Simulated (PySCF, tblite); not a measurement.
**C3H10P2Si2: dynamics, then NMR shifts on frames**

Aim: move C3H10P2Si2 (`C1CC1[SiH]1P[SiH2]P1`) away from its starting geometry and see how NMR shifts follow the geometry.

Computed with tblite 0.8.0 and PySCF 2.14.0, with density-fitted response routines of our own, on a single molecule in the gas phase. Atoms are numbered from 0 throughout.

## (1) Starting geometry

17 atoms, charge 0, multiplicity 1; geometry from: GFN2-xTB.

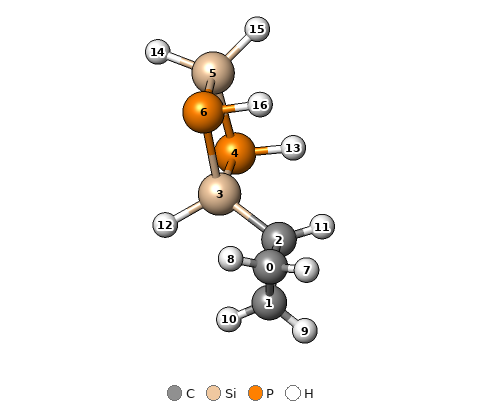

As it starts; carbon grey, silicon light orange, phosphorus orange, hydrogen white, atoms numbered.

## (2) Dynamics with GFN2-xTB

Job settings and geometry (Å):

```
{"job": {"kind": "md", "xc": "GFN2-xTB", "basis": "xTB", "temperature": 600, "steps": 2000, "every": 50, "frames": 5}, "charge": 0, "multiplicity": 1}
C     -2.243058     0.272029     1.208772
C     -2.568716    -0.425416    -0.066261
C     -1.188855    -0.540643     0.512361
Si     0.212213     0.393602    -0.325371
P      1.788077    -0.880393    -1.351019
Si     3.177169     0.324343    -0.035494
P      1.603584     1.497148     1.092400
H     -2.661171    -0.110006     2.128304
H     -2.143023     1.346496     1.192616
H     -3.211391    -1.292350    -0.028502
H     -2.697303     0.168962    -0.957061
H     -0.943849    -1.494002     0.966228
H     -0.277899     1.371341    -1.306182
H      1.684021    -1.941682    -0.471758
H      3.956253     1.239824    -0.864272
H      4.026991    -0.494457     0.826239
H      1.479959     0.577234     2.118551
```

Level: GFN2-xTB Langevin dynamics, gas phase.

Launch:

```console
$ OMP_NUM_THREADS=1 python probes_run.py task.json out
```

This one command runs all jobs of the session in turn.

What it wrote:

```text
t/fs     T/K      E/eV
    0.0   518.0   -543.73371
   25.0   336.5   -542.89978
   50.0   543.7   -542.50112
   75.0   435.9   -542.16620
  100.0   502.0   -542.53686
  125.0   540.4   -542.63529
  150.0   549.1   -542.56833
  175.0   612.5   -542.08247
  200.0   715.8   -542.63475
  225.0   707.0   -542.49702
  250.0   549.2   -542.34905
  275.0   693.3   -542.52432
  300.0   734.5   -542.44573
  325.0   444.3   -542.22786
  350.0   643.2   -542.69530
  375.0   533.0   -542.33214
  400.0   679.2   -542.37044
  425.0   657.4   -542.19593
  450.0   786.2   -542.76590
  475.0   655.5   -542.22790
  500.0   748.6   -542.56977
  525.0   625.0   -542.45165
  550.0   818.0   -542.81016
  575.0   696.5   -542.26146
  600.0   530.0   -542.23321
  625.0   493.3   -542.46878
  650.0   387.3   -542.33496
  675.0   617.5   -542.76471
  700.0   594.0   -542.66029
  725.0   536.3   -542.55348
  750.0   520.4   -542.51826
  775.0   587.9   -542.69798
  800.0   616.1   -542.66791
  825.0   549.7   -542.57620
  850.0   491.6   -542.55253
  875.0   567.7   -542.87107
  900.0   645.2   -542.82895
  925.0   520.0   -542.62507
  950.0   480.2   -542.64686
  975.0   605.2   -542.73412
 1000.0   520.6   -542.30285
```

It took 27 s on 1 thread of Intel Xeon Platinum 8488C, shared host; peak memory 0.18 GiB.

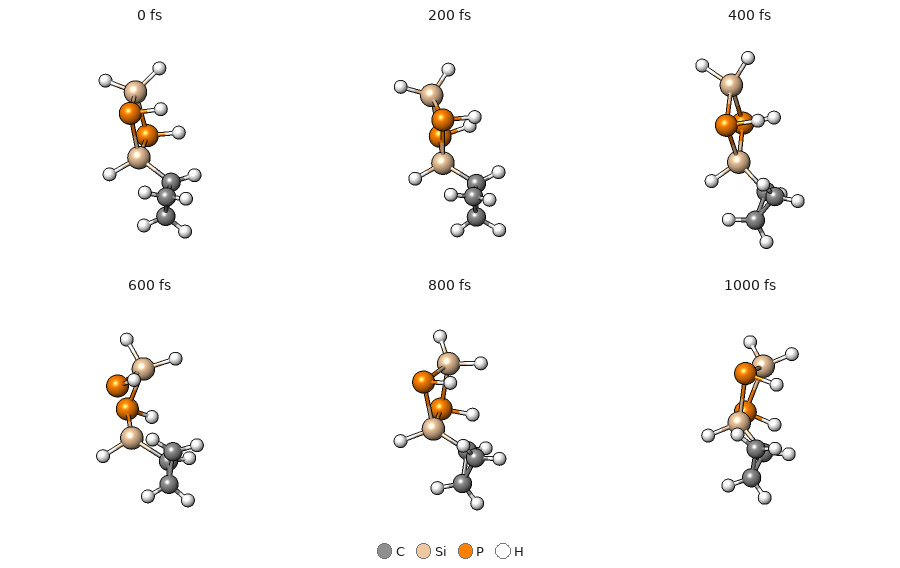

Frames of the run.

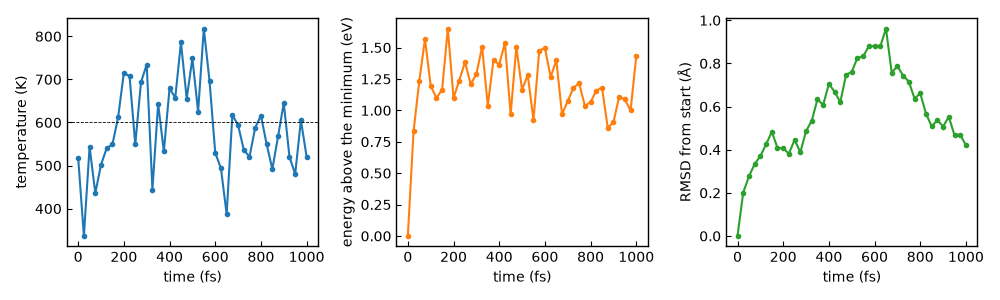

Temperature, potential energy and distance from the start.

Positions (Å) and forces (eV/Å) at 1000 fs:

```xyz
17

C    -2.967    1.726    2.111    0.349   -2.250    3.118
C    -3.872    1.460    1.081   -0.442    0.160   -3.248
C    -2.589    0.638    1.034   -2.083   -0.548    2.274
Si   -1.016    1.295    0.437    1.523    0.911   -1.458
P     0.195   -0.046   -0.975   -0.236   -0.288    0.314
Si    1.685   -0.157    0.703   -0.045    2.855   -1.735
P     0.652    1.653    1.957   -0.671   -1.683    0.142
H    -3.326    1.416    3.111    0.796    0.087   -0.356
H    -2.365    2.578    2.093    0.464    1.136    0.177
H    -4.792    0.969    1.155   -0.960   -1.051    0.779
H    -4.047    2.264    0.405    0.360    0.464   -1.076
H    -2.678   -0.446    1.348   -0.058    1.369   -0.263
H    -1.475    2.547   -0.222    0.368   -0.096   -0.126
H    -0.433   -1.219   -0.592   -0.039    0.023   -0.179
H     3.053   -0.061    0.087   -0.468    0.359    0.123
H     1.956   -1.073    1.666    0.136   -2.309    2.082
H    -0.130    0.703    2.821    1.004    0.862   -0.568
```

## (3) Shielding tensors: 250 fs, PBE0/pcSseg-1

Job settings and geometry (Å):

```
{"job": {"kind": "nmr", "xc": "PBE0", "basis": "pcSseg-1", "pop": false}, "charge": 0, "multiplicity": 1}
C     -2.686600    -0.024500     1.384200
C     -3.235100    -0.530100     0.180100
C     -1.763100    -0.696100     0.355400
Si    -0.314700     0.213700    -0.297500
P      1.605500    -0.567900    -1.283900
Si     2.870700     0.857300     0.113500
P      0.855200     1.209800     1.478700
H     -2.652500    -0.578900     2.276300
H     -2.582200     1.022600     1.669400
H     -3.835300    -1.379100     0.187200
H     -3.447100     0.138800    -0.674900
H     -1.620800    -1.757800     0.519600
H     -0.792800     1.340000    -1.195000
H      1.968100    -1.612700    -0.525700
H      3.140200     1.895800    -0.904900
H      3.994900     0.835800     1.068200
H      1.313800     0.023800     1.908900
```

Level: GIAO PBE0/pcSseg-1 NMR shielding, non-relativistic, gas phase.

What it wrote:

```text
coarse grid: 15960 points
cycle   1  E = -1381.1705488791  dE =  7.302e-01  |g| = 3.863e-01  |ddm| = 3.881e+00
cycle   2  E = -1381.1508684837  dE =  1.968e-02  |g| = 4.725e-01  |ddm| = 1.023e+00
cycle   3  E = -1381.2150420999  dE = -6.417e-02  |g| = 4.746e-02  |ddm| = 6.068e-01
cycle   4  E = -1381.2155310071  dE = -4.889e-04  |g| = 2.410e-02  |ddm| = 1.077e-01
cycle   5  E = -1381.2157170747  dE = -1.861e-04  |g| = 5.517e-03  |ddm| = 4.505e-02
cycle   6  E = -1381.2157241994  dE = -7.125e-06  |g| = 2.528e-03  |ddm| = 9.036e-03
final grid: 135048 points
cycle   7  E = -1381.2549224029  dE = -2.707e-05  |g| = 8.848e-03  |ddm| = 3.508e-02
cycle   8  E = -1381.2549079642  dE =  1.444e-05  |g| = 1.152e-02  |ddm| = 1.967e-02
cycle   9  E = -1381.2549429474  dE = -3.498e-05  |g| = 4.401e-04  |ddm| = 1.144e-02
cycle  10  E = -1381.2549429876  dE = -4.013e-08  |g| = 1.820e-04  |ddm| = 9.340e-04
cycle  11  E = -1381.2549429983  dE = -1.079e-08  |g| = 4.369e-05  |ddm| = 3.525e-04
cycle  12  E = -1381.2549429989  dE = -5.366e-10  |g| = 1.664e-05  |ddm| = 8.158e-05
converged SCF energy = -1381.2549429989

GIAO shielding tensors (ppm)
atom      isotropic    diamagn.    paramagn.     s11        s22        s33       span
  0 C      181.927     254.375     -72.448    148.485    185.730    211.567     63.082
  1 C      174.098     257.103     -83.005    154.622    176.769    190.902     36.280
  2 C      192.290     250.426     -58.136    158.744    181.548    236.579     77.834
  3 Si     384.515     879.974    -495.459    308.475    362.425    482.645    174.170
  4 P      392.637     967.743    -575.106    -79.428    560.721    696.618    776.046
  5 Si     415.670     880.767    -465.097    302.503    376.563    567.943    265.440
  6 P      337.025     968.786    -631.761    -59.945    443.730    627.290    687.235
  7 H       31.303      31.578      -0.275     24.802     27.690     41.415     16.613
  8 H       30.738      31.274      -0.536     25.791     28.154     38.269     12.478
  9 H       31.573      31.540       0.033     25.598     26.910     42.211     16.612
 10 H       29.852      30.441      -0.589     23.628     27.778     38.150     14.522
 11 H       32.265      32.815      -0.550     22.965     30.534     43.296     20.331
 12 H       26.995      29.871      -2.875     22.645     26.459     31.883      9.238
 13 H       27.416      32.380      -4.963     23.871     28.195     30.183      6.312
 14 H       26.844      30.110      -3.266     22.878     25.419     32.235      9.357
 15 H       26.822      29.014      -2.191     23.156     24.942     32.370      9.214
 16 H       29.355      34.503      -5.149     28.015     29.321     30.728      2.713
```

Run time: 36 s. Hardware: 1 thread of Intel Xeon Platinum 8488C, shared host; peak memory 0.89 GiB.

The references, computed at this level on geometries of the same kind, shield at (ppm): 1H TMS 31.72, 13C TMS 186.9, 29Si TMS 349.2, 31P H3PO4 318.4. Their shielding less the atom's gives the shift. The references are single molecules in the gas phase, so shifts against H2O, NH3, PH3, H3PO4 or CFCl3 are not on the usual liquid scales and can be off by tens of ppm. Each atom is listed at this fixed geometry, with no averaging over motion; a spectrum would average atoms that exchange fast.

```csv
atoms,environment,σ (ppm),δ (ppm)
C1,three-membered-ring carbon,174.1,12.8
C0,three-membered-ring carbon,181.9,5.0
C2,three-membered-ring carbon,192.3,-5.4
H15,"hydrogen on a silicon bonded to 2 P, in a 4-membered ring",26.82,4.89
H14,"hydrogen on a silicon bonded to 2 P, in a 4-membered ring",26.84,4.87
H12,"hydrogen on a silicon bonded to C, 2 P, in a 4-membered ring",27.00,4.72
H13,"hydrogen on a phosphorus bonded to 2 Si, in a 4-membered ring",27.42,4.30
H16,"hydrogen on a phosphorus bonded to 2 Si, in a 4-membered ring",29.35,2.36
H10,hydrogen on a three-membered-ring carbon,29.85,1.86
H8,hydrogen on a three-membered-ring carbon,30.74,0.98
H7,hydrogen on a three-membered-ring carbon,31.30,0.41
H9,hydrogen on a three-membered-ring carbon,31.57,0.14
H11,hydrogen on a three-membered-ring carbon,32.27,-0.55
Si3,"silicon bonded to C, 2 P, H, in a 4-membered ring",384.5,-35.4
Si5,"silicon bonded to 2 P, 2 H, in a 4-membered ring",415.7,-66.5
P6,"phosphorus bonded to 2 Si, H, in a 4-membered ring",337.0,-18.6
P4,"phosphorus bonded to 2 Si, H, in a 4-membered ring",392.6,-74.3
```

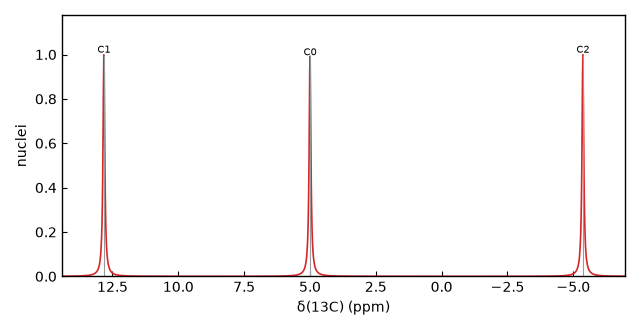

13C lines at the computed shifts, without couplings. Lines are broadened to a width of 0.08 ppm (Lorentzian).

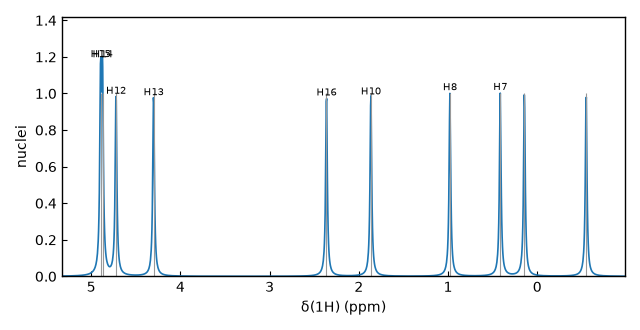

1H lines at the computed shifts, without couplings. Lines are broadened to a width of 0.02 ppm (Lorentzian).

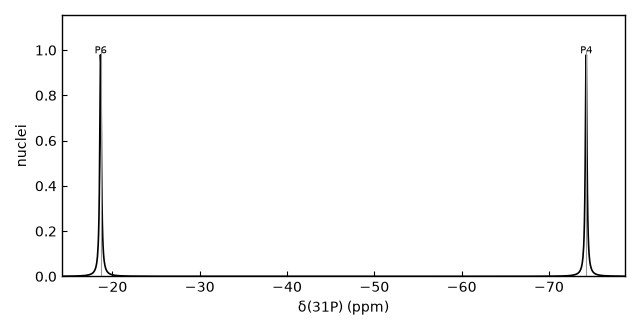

31P lines at the computed shifts, without couplings. Lines are broadened to a width of 0.22 ppm (Lorentzian).

Ring of atoms C0, C1, C2: NICS(0) -46.4, NICS(1) -8.2, NICS(1)zz -22.6 ppm (means of both faces).

In rings of three or four atoms NICS is ruled by the nearby σ bonds, so it says little on aromaticity.

Ring of atoms Si3, P4, Si5, P6: NICS(0) 1.1, NICS(1) -0.1, NICS(1)zz 14.1 ppm (means of both faces).

The two faces differ (NICS(1)zz 18.5 and 9.8 ppm).

In rings of three or four atoms NICS is ruled by the nearby σ bonds, so it says little on aromaticity.

## (4) Shielding tensors: 425 fs, PBE0/pcSseg-1

Job settings and geometry (Å):

```
{"job": {"kind": "nmr", "xc": "PBE0", "basis": "pcSseg-1", "pop": false}, "charge": 0, "multiplicity": 1}
C     -2.786800    -0.091600     1.641500
C     -3.433500     0.146000     0.348900
C     -2.141800    -0.602200     0.338300
Si    -0.441200     0.331500    -0.207800
P      1.572200    -0.556300    -0.815600
Si     2.515200     0.857400     0.729800
P      0.551300     1.784100     1.252600
H     -3.271500    -0.555800     2.378900
H     -2.601300     0.854100     2.083600
H     -4.243600    -0.406400     0.081000
H     -3.476500     1.120000    -0.035400
H     -1.979100    -1.752100     0.126400
H     -0.670100     1.182500    -1.514000
H      1.443000    -1.680700    -0.076500
H      3.207900     2.028200     0.288000
H      2.846600     0.025600     1.954500
H      0.242100     1.245200     2.507300
```

Level: GIAO PBE0/pcSseg-1 NMR shielding, non-relativistic, gas phase.

What it wrote:

```text
coarse grid: 15960 points
cycle   1  E = -1381.1591276752  dE =  7.296e-01  |g| = 3.814e-01  |ddm| = 3.866e+00
cycle   2  E = -1381.1509409308  dE =  8.187e-03  |g| = 4.324e-01  |ddm| = 1.001e+00
cycle   3  E = -1381.2024655715  dE = -5.152e-02  |g| = 3.932e-02  |ddm| = 5.396e-01
cycle   4  E = -1381.2027595587  dE = -2.940e-04  |g| = 1.847e-02  |ddm| = 7.418e-02
cycle   5  E = -1381.2028631005  dE = -1.035e-04  |g| = 4.645e-03  |ddm| = 3.514e-02
cycle   6  E = -1381.2028683790  dE = -5.278e-06  |g| = 1.553e-03  |ddm| = 7.314e-03
final grid: 135048 points
cycle   7  E = -1381.2436180598  dE = -3.046e-05  |g| = 6.826e-03  |ddm| = 3.323e-02
cycle   8  E = -1381.2436122749  dE =  5.785e-06  |g| = 8.211e-03  |ddm| = 1.455e-02
cycle   9  E = -1381.2436296419  dE = -1.737e-05  |g| = 6.161e-04  |ddm| = 8.314e-03
cycle  10  E = -1381.2436297221  dE = -8.018e-08  |g| = 2.379e-04  |ddm| = 8.673e-04
cycle  11  E = -1381.2436297368  dE = -1.474e-08  |g| = 4.985e-05  |ddm| = 2.685e-04
cycle  12  E = -1381.2436297374  dE = -5.734e-10  |g| = 1.677e-05  |ddm| = 8.214e-05
converged SCF energy = -1381.2436297374

GIAO shielding tensors (ppm)
atom      isotropic    diamagn.    paramagn.     s11        s22        s33       span
  0 C      191.940     245.129     -53.189    148.959    195.184    231.677     82.719
  1 C      183.580     253.883     -70.303    158.031    182.998    209.712     51.681
  2 C      168.247     249.798     -81.552    127.136    163.779    213.826     86.690
  3 Si     359.113     879.402    -520.290    308.746    337.564    431.028    122.281
  4 P      472.250     969.078    -496.828    184.550    581.425    650.775    466.226
  5 Si     441.683     882.257    -440.574    396.597    454.356    474.094     77.497
  6 P      509.143     970.535    -461.392    279.437    596.025    651.966    372.529
  7 H       33.138      30.716       2.422     27.041     27.986     44.387     17.345
  8 H       32.192      31.802       0.391     27.031     28.681     40.865     13.834
  9 H       32.434      31.067       1.367     26.337     27.803     43.164     16.828
 10 H       32.068      32.311      -0.244     25.590     29.689     40.925     15.335
 11 H       28.408      27.878       0.530     22.393     26.234     36.595     14.202
 12 H       24.886      29.125      -4.239     21.495     24.907     28.255      6.760
 13 H       28.204      32.578      -4.373     24.398     28.023     32.191      7.793
 14 H       26.981      30.304      -3.324     22.997     25.046     32.898      9.900
 15 H       25.138      28.875      -3.737     21.887     23.952     29.575      7.688
 16 H       28.124      32.918      -4.794     23.619     28.584     32.169      8.550
```

It took 36 s on 1 thread of Intel Xeon Platinum 8488C, shared host; peak memory 0.91 GiB.

Key values: δ C2 18.7, C1 3.3, C0 -5.0, Si3 -10.0, H12 6.83, H15 6.58 ppm.

[end of part 1 of 2]
